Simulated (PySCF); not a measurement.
# C4H10OSi: the cost of one run

Computed with PySCF 2.14.0, with density-fitted response routines of our own, on a single molecule in the gas phase. Atoms are numbered from 0 throughout.

### Step 1. Starting geometry

16 atoms, charge 0, multiplicity 1; geometry from: GFN2-xTB.

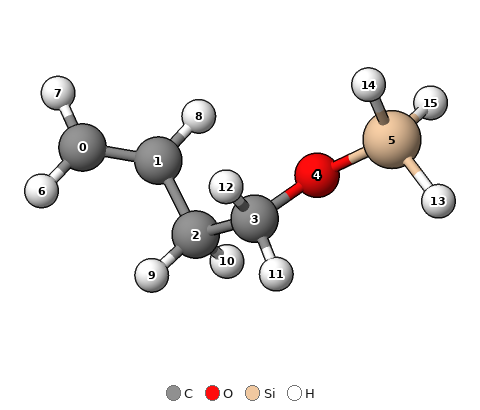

As it starts; carbon grey, oxygen red, silicon light orange, hydrogen white, atoms numbered.

### Step 2. TDDFT and polarisability: B3LYP/def2-SVPD

What the job is given:

```
{"job": {"kind": "uv", "xc": "B3LYP", "basis": "def2-SVPD", "nstates": 8, "ntriplets": 3}, "charge": 0, "multiplicity": 1}
C      2.770807    -0.804351     0.293470
C      1.551549    -0.698043    -0.197883
C      0.940326     0.579087    -0.679424
C     -0.360967     0.881666     0.068857
O     -1.323736    -0.079461    -0.243055
Si    -2.825386    -0.267002     0.326817
H      3.426688     0.047926     0.370317
H      3.170374    -1.744934     0.632046
H      0.903791    -1.561047    -0.265960
H      1.632030     1.411698    -0.540329
H      0.703938     0.488038    -1.743090
H     -0.729602     1.875437    -0.216662
H     -0.174227     0.887263     1.150418
H     -3.654057     0.910775     0.046708
H     -2.826404    -0.475429     1.778800
H     -3.212721    -1.442679    -0.433391
```

Level: TDDFT B3LYP/def2-SVPD, vertical, gas phase, core orbitals frozen in the response.

Run with:

```
> OMP_NUM_THREADS=1 python probes_run.py task.json out
```

The driver reads the jobs from task.json and runs them one after another.

Q: Estimate the wall time and peak memory of this job on 1 thread of Arm Neoverse V1, shared host.

About 30 s, with a peak of 0.76 GiB.
